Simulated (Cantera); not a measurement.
A closed system holds: 1 mol Si3H8, 0.34 mol HCl, a varied amount of H2, at 825 K and 2.00 bar.

These are equilibrium values from Cantera (NASA tables, ideal gas, pure condensed phases), not measurements of a reactor. Candidate condensed phases: Si; 19 gas species. The feed counts by its element totals alone. Equilibrium is a limit: real reactors are often held back by kinetics, nucleation or transport.

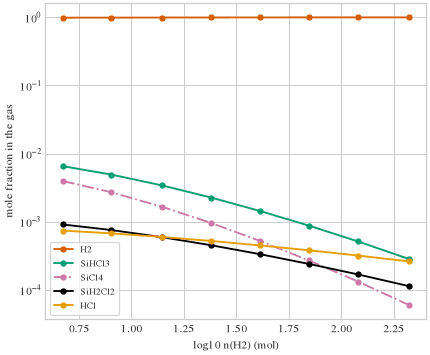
*Equilibrium gas composition (values under 1e-9 drawn at 1e-9)*

From 4.7 mol H2 to 210 mol H2 the condensed part is Si(s). The main Si-bearing gas is SiHCl3 throughout.
